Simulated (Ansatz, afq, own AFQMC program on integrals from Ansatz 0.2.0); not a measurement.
# BNH (doublet): quantum Monte Carlo beside coupled cluster, 6-31G

How near does AFQMC come to the top of the ladder for BNH (doublet)?

Method: 6-31G, frozen cores; program: Ansatz 0.2.0, Gaussian basis, and an in-house AFQMC program (afq) on its integrals; all values are calculated.

Plan: Full CI; PBE (unrestricted); r2SCAN (unrestricted); PBE0 (unrestricted); B3LYP (unrestricted); wB97M-V (unrestricted); B2PLYP (unrestricted); CCSD(T) on UHF; CCSDT(Q) on UHF; CCSDTQ on UHF; Phaseless AFQMC, CISD trial on UHF; Phaseless AFQMC, single-determinant trial on UHF; Free-projection AFQMC, CISD trial on UHF; Phaseless AFQMC, first-order trial on UHF.

1 further run of the same task is left out (it didn't finish).

### Step 1. What is computed

The geometry is a PBE0/def2-TZVP stationary point (not a proven minimum).

3 atoms, charge 0, spin multiplicity 2.

Atoms are counted from 1 here; the program's logs count them from 0.

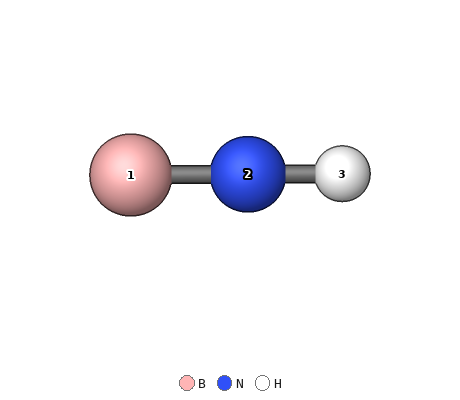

The structure; boron pink, nitrogen blue, hydrogen white; atoms are numbered from 1 in the order of the file.

### Step 2. Full CI

in.yaml reads:

```yaml
crystal:
  periodic: [false, false, false]
  atoms:
    - {symbol: B, position_ang: [0.000000, 0.000000, 1.153245]}
    - {symbol: N, position_ang: [0.000000, 0.000000, -0.080303]}
    - {symbol: H, position_ang: [0.000000, 0.000000, -1.072942]}
basis:
  gaussian: {orbitals: 6-31G}
magnetization: {spin_polarized: false, initial_magnetization: 1}
correlation: {method: fci, electrons: outside_noble_gas}
```

On the command line:

```bash
$ ansatz run in.yaml --threads 1 --pin off --events-out ev --progress --plain --max-ram 1843MiB
```

The log of the run:

```text
Functional definition: HF
  name "HF"
  cite "Fock, Z. Phys. 61, 126 (1930) doi:10.1007/BF01340294"
  parent pbe
  exchange = exact_x
  correlation = 0
452 factors; integrals over basis functions are off by at most 1.1e-7 eV
mean field evaluation 1: about -2163.1467 eV, gradient 3.3e1 eV
mean field evaluation 2: about -2163.1500 eV, gradient 3.3e1 eV
mean field evaluation 4: about -2166.4552 eV, gradient 2.3e0 eV
mean field evaluation 8: about -2166.4929 eV, gradient 5.8e-5 eV
mean field evaluation 16: about -2164.0730 eV, gradient 1.6e-4 eV
mean field -2166.49285527 eV, -79.6171439297 hartree, gradient 1.3e-6 eV, S^2 0.750000; 4 other end points of the search recorded, 0 dependent functions left out
mean field evaluation 32: about -2166.6333 eV, gradient 6.2e-1 eV
determinant -2166.49285527 eV, -79.6171439297 hartree, with singles and doubles -2171.06804145 eV, -79.7852789206 hartree
determinant -2164.07303082 eV, -79.5282170212 hartree, with singles and doubles -2167.92163006 eV, -79.6696504345 hartree
2 core orbitals not correlated: weight in the atoms' cores, before any rotation towards them, 1.000 or more for the frozen orbitals, at most 0.000 for the correlated occupied ones
reference -2166.49285527 eV, -79.6171439297 hartree; 5, 4 occupied and 13, 14 virtual orbitals, 452 factors
state -2171.26069154 eV, -79.7923586808 hartree
Total energy: -2171.26069154 eV, -79.7923586808 hartree
```

Wall time 77 s (1 thread of Intel Xeon Platinum 8259CL at 2.50GHz (Skylake/Cascade Lake), shared host); peak memory 0.69 GiB.

From the report: 6,551,776 determinants, symmetry A1.

### Step 3. PBE (unrestricted)

Edit in.yaml of step 2 so:

```diff
@@ -8,3 +8,4 @@
   gaussian: {orbitals: 6-31G}
-magnetization: {spin_polarized: false, initial_magnetization: 1}
-correlation: {method: fci, electrons: outside_noble_gas}
+magnetization: {spin_polarized: true, initial_magnetization: 1}
+hamiltonian: {xc: {name: PBE}}
+output: {orbitals: {seedname: orbitals}}
```

Same command.

The log of the run:

```text
Functional definition: PBE
  name "PBE"
  cite "Perdew, Burke & Ernzerhof, Phys. Rev. Lett. 77, 3865 (1996) doi:10.1103/PhysRevLett.77.3865"
  parent pbe
  parameter kappa = 0.804
  parameter beta = 0.06672455060314922
  exchange = pbe_x(kappa = kappa, mu = beta*pi^2/3)
  correlation = pbe_c(beta = beta)
290 factors; integrals over basis functions are off by at most 1.8e-4 eV
mean field evaluation 1: about -2167.9627 eV, gradient 4.6e1 eV
mean field evaluation 2: about -2112.5091 eV, gradient 9.3e1 eV
mean field evaluation 4: about -2176.4372 eV, gradient 5.3e0 eV
mean field evaluation 8: about -2176.5984 eV, gradient 1.1e-1 eV
mean field -2176.59844946 eV, -79.9885176661 hartree, gradient 7.2e-5 eV, S^2 0.767324; 0 other end points of the search recorded, 0 dependent functions left out
reference -2176.59847011 eV, -79.9885184250 hartree; 7, 6 occupied and 13, 14 virtual orbitals, 290 factors
Total energy: -2176.59847011 eV, -79.9885184250 hartree
```

Wall time 0.48 s (1 thread of Intel Xeon Platinum 8259CL at 2.50GHz (Skylake/Cascade Lake), shared host).

From the report: ⟨S²⟩ of the determinant 0.767 (pure doublet: 0.75).

### Step 4. r2SCAN (unrestricted)

Edit in.yaml of step 3 so:

```diff
@@ -9,3 +9,2 @@
 magnetization: {spin_polarized: true, initial_magnetization: 1}
-hamiltonian: {xc: {name: PBE}}
-output: {orbitals: {seedname: orbitals}}
+hamiltonian: {xc: {name: r2SCAN}}
```

Launched as before.

The log of the run:

```text
Functional definition: r2SCAN
  name "r2SCAN"
  cite "Furness, Kaplan, Ning, Perdew & Sun, J. Phys. Chem. Lett. 11, 8208 (2020) doi:10.1021/acs.jpclett.0c02405"
  cite "Furness, Kaplan, Ning, Perdew & Sun, J. Phys. Chem. Lett. 11, 9248 (2020) doi:10.1021/acs.jpclett.0c03077"
  parent r2scan
  parameter k0 = 0.174
  parameter k1 = 0.065
  parameter a1 = 4.9479
  exchange = r2scan_x(k0 = k0, k1 = k1, a1 = a1)
  correlation = r2scan_c
290 factors; integrals over basis functions are off by at most 1.8e-4 eV
mean field evaluation 1: about -2170.7901 eV, gradient 4.2e1 eV
mean field evaluation 2: about -2125.0561 eV, gradient 8.6e1 eV
mean field evaluation 4: about -2178.1570 eV, gradient 3.6e0 eV
mean field evaluation 8: about -2178.2338 eV, gradient 1.0e-1 eV
mean field evaluation 16: about -2178.2341 eV, gradient 2.5e-5 eV
mean field -2178.23408570 eV, -80.0486261895 hartree, gradient 2.5e-5 eV, S^2 0.782712; 0 other end points of the search recorded, 0 dependent functions left out
reference -2178.23409138 eV, -80.0486263981 hartree; 7, 6 occupied and 13, 14 virtual orbitals, 290 factors
Total energy: -2178.23409138 eV, -80.0486263981 hartree
```

Wall time 1 s (1 thread of Intel Xeon Platinum 8259CL at 2.50GHz (Skylake/Cascade Lake), shared host).

From the report: ⟨S²⟩ of the determinant 0.783 (pure doublet: 0.75).

### Step 5. PBE0 (unrestricted)

Edit in.yaml of step 4 so:

```diff
@@ -9,2 +9,3 @@
 magnetization: {spin_polarized: true, initial_magnetization: 1}
-hamiltonian: {xc: {name: r2SCAN}}
+hamiltonian: {xc: {name: PBE0}}
+output: {orbitals: {seedname: orbitals}}
```

Same command.

The log of the run:

```text
Functional definition: PBE0
  name "PBE0"
  cite "Adamo & Barone, J. Chem. Phys. 110, 6158 (1999) doi:10.1063/1.478522"
  cite "Perdew, Burke & Ernzerhof, Phys. Rev. Lett. 77, 3865 (1996) doi:10.1103/PhysRevLett.77.3865"
  parent pbe
  parameter a = 0.25
  parameter kappa = 0.804
  parameter beta = 0.06672455060314922
  exchange = (1 - a)*pbe_x(kappa = kappa, mu = beta*pi^2/3) + a*exact_x
  correlation = pbe_c(beta = beta)
290 factors; integrals over basis functions are off by at most 1.8e-4 eV
mean field evaluation 1: about -2170.3323 eV, gradient 3.9e1 eV
mean field evaluation 2: about -2147.6595 eV, gradient 7.5e1 eV
mean field evaluation 4: about -2176.6962 eV, gradient 1.3e0 eV
mean field evaluation 8: about -2176.7129 eV, gradient 6.5e-3 eV
mean field -2176.71289933 eV, -79.9927236214 hartree, gradient 3.9e-5 eV, S^2 0.773160; 0 other end points of the search recorded, 0 dependent functions left out
reference -2176.71291487 eV, -79.9927241923 hartree; 7, 6 occupied and 13, 14 virtual orbitals, 290 factors
Total energy: -2176.71291487 eV, -79.9927241923 hartree
```

It took 0.6 s on 1 thread of Intel Xeon Platinum 8259CL at 2.50GHz (Skylake/Cascade Lake), shared host.

From the report: ⟨S²⟩ of the determinant 0.773 (pure doublet: 0.75).

### Step 6. B3LYP (unrestricted)

Edit in.yaml of step 5 so:

```diff
@@ -9,3 +9,2 @@
 magnetization: {spin_polarized: true, initial_magnetization: 1}
-hamiltonian: {xc: {name: PBE0}}
-output: {orbitals: {seedname: orbitals}}
+hamiltonian: {xc: {name: B3LYP}}
```

The command is unchanged.

The log of the run, shortened:

```text
Functional definition: B3LYP
  name "B3LYP"
  cite "Stephens, Devlin, Chabalowski & Frisch, J. Phys. Chem. 98, 11623 (1994) doi:10.1021/j100096a001"
  cite "Becke, Phys. Rev. A 38, 3098 (1988) doi:10.1103/PhysRevA.38.3098"
  cite "Lee, Yang & Parr, Phys. Rev. B 37, 785 (1988) doi:10.1103/PhysRevB.37.785"
  cite "Vosko, Wilk & Nusair, Can. J. Phys. 58, 1200 (1980) doi:10.1139/p80-159"
[...]
290 factors; integrals over basis functions are off by at most 1.8e-4 eV
[...]
mean field -2179.57229577 eV, -80.0978045022 hartree, gradient 4.8e-5 eV, S^2 0.763739; 0 other end points of the search recorded, 0 dependent functions left out
reference -2179.57244556 eV, -80.0978100069 hartree; 7, 6 occupied and 13, 14 virtual orbitals, 290 factors
Total energy: -2179.57244556 eV, -80.0978100069 hartree
```

Wall time 0.9 s (1 thread of Intel Xeon Platinum 8259CL at 2.50GHz (Skylake/Cascade Lake), shared host).

From the report: ⟨S²⟩ of the determinant 0.764 (pure doublet: 0.75).

### Step 7. wB97M-V (unrestricted)

Edit in.yaml of step 6 so:

```diff
@@ -9,2 +9,3 @@
 magnetization: {spin_polarized: true, initial_magnetization: 1}
-hamiltonian: {xc: {name: B3LYP}}
+hamiltonian: {xc: {name: wB97M-V}}
+output: {orbitals: {seedname: orbitals}}
```

Launched as before.

The log of the run, shortened:

```text
Functional definition: wB97M-V
  name "wB97M-V"
  cite "Mardirossian & Head-Gordon, J. Chem. Phys. 144, 214110 (2016) doi:10.1063/1.4952647"
  cite "Becke, J. Chem. Phys. 107, 8554 (1997) doi:10.1063/1.475007"
  cite "Vydrov & Van Voorhis, J. Chem. Phys. 133, 244103 (2010) doi:10.1063/1.3521275"
  # Of w^i u^j: cxij and so on, Table III.
[...]
  gx(w, u) = 1 - cx + cx01*u + cx10*w
  gss(w, u) = css00 + css04*u^4 + css10*w + css20*w^2 + css43*w^4*u^3
  gos(w, u) = cos00 + cos10*w + (cos20 + cos21*u)*w^2 + (cos60 + cos61*u)*w^6
[...]
      + integral(e_c_pw_mod_opposite_spin*gos(b97_w_opposite, b97_u_opposite)) + vv10(b, c)
290 factors; integrals over basis functions are off by at most 1.8e-4 eV
91 factors; integrals over basis functions are off by at most 7.7e-6 eV
[...]
mean field -2178.55573584 eV, -80.0604466142 hartree, gradient 1.8e-5 eV, S^2 0.764220; 0 other end points of the search recorded, 0 dependent functions left out
reference -2178.55575685 eV, -80.0604473859 hartree; 7, 6 occupied and 13, 14 virtual orbitals, 290 factors
Total energy: -2178.55575685 eV, -80.0604473859 hartree
```

Wall time 1.9 s (1 thread of Intel Xeon Platinum 8259CL at 2.50GHz (Skylake/Cascade Lake), shared host).

From the report: ⟨S²⟩ of the determinant 0.764 (pure doublet: 0.75).

### Step 8. B2PLYP (unrestricted)

Edit in.yaml of step 7 so:

```diff
@@ -9,3 +9,3 @@
 magnetization: {spin_polarized: true, initial_magnetization: 1}
-hamiltonian: {xc: {name: wB97M-V}}
-output: {orbitals: {seedname: orbitals}}
+hamiltonian: {xc: {name: B2PLYP}}
+correlation: {electrons: outside_noble_gas}
```

The command is unchanged.

The log of the run, shortened:

```text
Functional definition: B2PLYP
  name "B2PLYP"
  cite "Grimme, J. Chem. Phys. 124, 034108 (2006) doi:10.1063/1.2148954"
  cite "Becke, Phys. Rev. A 38, 3098 (1988) doi:10.1103/PhysRevA.38.3098"
  cite "Lee, Yang & Parr, Phys. Rev. B 37, 785 (1988) doi:10.1103/PhysRevB.37.785"
[...]
290 factors; integrals over basis functions are off by at most 1.8e-4 eV
[...]
mean field -2175.17475325 eV, -79.9361977956 hartree, gradient 2.4e-6 eV, S^2 0.778512; 2 other end points of the search recorded, 0 dependent functions left out
2 core orbitals not correlated: weight in the atoms' cores, before any rotation towards them, 1.000 or more for the frozen orbitals, at most 0.000 for the correlated occupied ones
reference -2175.17484919 eV, -79.9362013214 hartree; 5, 4 occupied and 13, 14 virtual orbitals, 290 factors
second order -5.45382078 eV of doubles, -0.00000000 eV of singles
Total energy: -2176.64738081 eV, -79.9903158600 hartree
```

Run time: 1.1 s. Hardware: 1 thread of Intel Xeon Platinum 8259CL at 2.50GHz (Skylake/Cascade Lake), shared host.

From the report: ⟨S²⟩ of the determinant 0.779 (pure doublet: 0.75).

### Step 9. CCSD(T) on UHF

Edit in.yaml of step 8 so:

```diff
@@ -9,3 +9,2 @@
 magnetization: {spin_polarized: true, initial_magnetization: 1}
-hamiltonian: {xc: {name: B2PLYP}}
-correlation: {electrons: outside_noble_gas}
+correlation: {method: ccsd_t, electrons: outside_noble_gas, hamiltonian_folder: ham}
```

Launched as before.

The log of the run, shortened:

```text
Functional definition: HF
  name "HF"
  cite "Fock, Z. Phys. 61, 126 (1930) doi:10.1007/BF01340294"
  parent pbe
[...]
290 factors; integrals over basis functions are off by at most 1.8e-4 eV
[...]
mean field -2166.66375140 eV, -79.6234242464 hartree, gradient 9.1e-6 eV, S^2 0.871259; 5 other end points of the search recorded, 0 dependent functions left out
determinant -2166.66375140 eV, -79.6234242464 hartree, with singles and doubles -2171.06705509 eV, -79.7852426723 hartree
determinant -2164.12210499 eV, -79.5300204636 hartree, with singles and doubles -2167.92258862 eV, -79.6696856609 hartree
2 core orbitals not correlated: weight in the atoms' cores, before any rotation towards them, 1.000 or more for the frozen orbitals, at most 0.000 for the correlated occupied ones
reference -2166.66375140 eV, -79.6234242464 hartree; 5, 4 occupied and 13, 14 virtual orbitals, 290 factors
second order -4.03901072 eV of doubles, -0.00000000 eV of singles
cycle   1  -4.40316269 eV  change    1.4e-4 eV  update   1.7e-3
[...]
cycle   8  -4.40492734 eV  change    4.8e-7 eV  update   3.0e-6
perturbative correction -0.15259798 eV, -0.0056078723 hartree
Total energy: -2171.22127672 eV, -79.7909102128 hartree
```

Run time: 0.81 s. Hardware: 1 thread of Intel Xeon Platinum 8259CL at 2.50GHz (Skylake/Cascade Lake), shared host.

From the report: ⟨S²⟩ of the determinant 0.871 (pure doublet: 0.75); correlation -4.5575 eV; T1 0.034; largest double amplitude 0.08.

This run also writes the integrals to the folder ham.

### Step 10. CCSDT(Q) on UHF

Edit in.yaml of step 9 so:

```diff
@@ -9,2 +9,2 @@
 magnetization: {spin_polarized: true, initial_magnetization: 1}
-correlation: {method: ccsd_t, electrons: outside_noble_gas, hamiltonian_folder: ham}
+correlation: {method: ccsdt_q, electrons: outside_noble_gas}
```

Launched as before.

The log of the run, shortened:

```text
Functional definition: HF
  name "HF"
  cite "Fock, Z. Phys. 61, 126 (1930) doi:10.1007/BF01340294"
  parent pbe
[...]
452 factors; integrals over basis functions are off by at most 1.1e-7 eV
[...]
mean field -2166.66380248 eV, -79.6234261235 hartree, gradient 9.1e-6 eV, S^2 0.871257; 5 other end points of the search recorded, 0 dependent functions left out
determinant -2166.66380248 eV, -79.6234261235 hartree, with singles and doubles -2171.06710418 eV, -79.7852444765 hartree
determinant -2164.12214083 eV, -79.5300217810 hartree, with singles and doubles -2167.92262866 eV, -79.6696871326 hartree
2 core orbitals not correlated: weight in the atoms' cores, before any rotation towards them, 1.000 or more for the frozen orbitals, at most 0.000 for the correlated occupied ones
reference -2166.66380248 eV, -79.6234261235 hartree; 5, 4 occupied and 13, 14 virtual orbitals, 452 factors
second order -4.03903431 eV of doubles, -0.00000000 eV of singles
cycle   1  -4.04920197 eV  change   -1.0e-2 eV  update   8.7e-2
[...]
cycle  16  -4.58651265 eV  change    3.2e-7 eV  update   4.3e-7
perturbative correction -0.01489481 eV, -0.0005473741 hartree
Total energy: -2171.26520994 eV, -79.7925247288 hartree
```

Run time: 4.8 s. Hardware: 1 thread of Intel Xeon Platinum 8259CL at 2.50GHz (Skylake/Cascade Lake), shared host.

From the report: ⟨S²⟩ of the determinant 0.871 (pure doublet: 0.75); correlation -4.6014 eV; T1 0.035; largest double amplitude 0.09.

### Step 11. CCSDTQ on UHF

Edit in.yaml of step 10 so:

```diff
@@ -9,2 +9,2 @@
 magnetization: {spin_polarized: true, initial_magnetization: 1}
-correlation: {method: ccsdt_q, electrons: outside_noble_gas}
+correlation: {method: ccsdtq, electrons: outside_noble_gas}
```

The command is unchanged.

The log of the run, shortened:

```text
Functional definition: HF
  name "HF"
  cite "Fock, Z. Phys. 61, 126 (1930) doi:10.1007/BF01340294"
  parent pbe
[...]
452 factors; integrals over basis functions are off by at most 1.1e-7 eV
[...]
mean field -2166.66380248 eV, -79.6234261235 hartree, gradient 9.1e-6 eV, S^2 0.871257; 5 other end points of the search recorded, 0 dependent functions left out
determinant -2166.66380248 eV, -79.6234261235 hartree, with singles and doubles -2171.06710418 eV, -79.7852444765 hartree
determinant -2164.12214083 eV, -79.5300217810 hartree, with singles and doubles -2167.92262866 eV, -79.6696871326 hartree
2 core orbitals not correlated: weight in the atoms' cores, before any rotation towards them, 1.000 or more for the frozen orbitals, at most 0.000 for the correlated occupied ones
reference -2166.66380248 eV, -79.6234261235 hartree; 5, 4 occupied and 13, 14 virtual orbitals, 452 factors
second order -4.03903431 eV of doubles, -0.00000000 eV of singles
cycle   1  -4.04920197 eV  change   -1.0e-2 eV  update   8.7e-2
[...]
cycle  19  -4.59594379 eV  change   -4.9e-7 eV  update   2.5e-7
Total energy: -2171.25974627 eV, -79.7923239427 hartree
```

Wall time 55 s (1 thread of Intel Xeon Platinum 8259CL at 2.50GHz (Skylake/Cascade Lake), shared host); peak memory 0.35 GiB.

From the report: ⟨S²⟩ of the determinant 0.871 (pure doublet: 0.75); correlation -4.5959 eV; T1 0.034; largest double amplitude 0.09.

### Step 12. Phaseless AFQMC, CISD trial on UHF

It reads the integrals that the CCSD(T) run on this determinant wrote.

On the command line:

```bash
$ afq ham --method phaseless --trial cisd --walkers 160 --populations 1 --least-time 40 --time-step 0.005 --steps-per-block 50 --equilibration-blocks 28 --max-blocks 300 --target-error 0.00036 --factor-cut 1e-05 --start spin_pure --seed 4745 --release-times 0.24,0.5,1,1.5 --release-step 0.02 --release-every 4 --taylor-order 6
```

The log of the run:

```text
orbitals 18  electrons 5 4  factors 109 of 290
reference energy -79.62342425 Eh
CCSD correlation -0.16187795 Eh in 11 cycles, weight of the determinant in the CISD state 0.8976
energy of the start -79.782050 Eh
 block  time / (1/Eh)  mean weight  energy / Eh
     1     0.250  0.9995  -79.782897
     2     0.500  1.0013  -79.785313
     3     0.750  1.0017  -79.786525
     4     1.000  1.0003  -79.788604
     5     1.250  1.0004  -79.788525
     6     1.500  1.0003  -79.789699
     7     1.750  1.0010  -79.788135
     8     2.000  0.9990  -79.790229
     9     2.250  1.0010  -79.790294
    10     2.500  0.9991  -79.790101
    11     2.750  1.0006  -79.789126
    16     4.000  0.9994  -79.789716
    21     5.250  1.0007  -79.789770
    26     6.500  0.9998  -79.791719
    31     7.750  0.9993  -79.801182
    36     9.000  1.0015  -79.788460
    41    10.250  1.0005  -79.789316
    46    11.500  1.0007  -79.786614
    51    12.750  1.0010  -79.791483
    56    14.000  1.0003  -79.796379
    61    15.250  1.0004  -79.789194
    66    16.500  1.0009  -79.793662
    71    17.750  0.9986  -79.788761
    76    19.000  1.0002  -79.794969
    81    20.250  1.0008  -79.789773
    86    21.500  1.0000  -79.792172
    91    22.750  1.0002  -79.790741
    96    24.000  1.0002  -79.789393
   101    25.250  0.9999  -79.794127
   106    26.500  1.0015  -79.797805
   111    27.750  0.9994  -79.791234
   116    29.000  0.9999  -79.793984
   121    30.250  0.9991  -79.800598
   126    31.500  1.0010  -79.790279
   131    32.750  0.9987  -79.787196
   136    34.000  1.0013  -79.793457
   141    35.250  0.9997  -79.786301
   146    36.500  0.9999  -79.793601
   151    37.750  0.9991  -79.790297
   156    39.000  0.9998  -79.794799
   161    40.250  1.0011  -79.785734
   166    41.500  1.0011  -79.792271
   171    42.750  0.9996  -79.795876
   176    44.000  1.0002  -79.796710
   181    45.250  1.0000  -79.788125
   186    46.500  0.9994  -79.789960
   191    47.750  1.0006  -79.794653
   196    49.000  1.0005  -79.795175
   201    50.250  0.9992  -79.798726
   206    51.500  0.9992  -79.789650
blocks merged  error / Eh  count
     1  0.000259  180
     2  0.000300  90
     4  0.000316  45
     8  0.000315  22
    16  0.000277  11
released: time / (1/Eh)  energy / Eh  error  mean overlap
  0.24  -79.791480  0.000412  1.0036
  0.50  -79.791449  0.000344  0.9993
  1.00  -79.791884  0.000302  1.0052
  1.50  -79.792044  0.000322  1.0047
energy -79.791625 +/- 0.000316 Eh
```

Wall time 3.6 min (1 thread of Intel Xeon Platinum 8259CL at 2.50GHz (Skylake/Cascade Lake), shared host).

Energy -2171.2407 ± 0.0086 eV. Caveats: constraint bias not in the error.

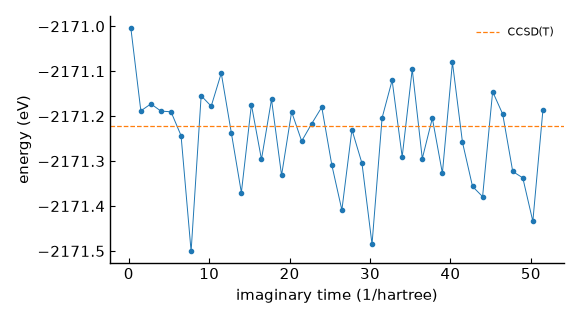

Block energies along the walk.

[end of part 1 of 2]
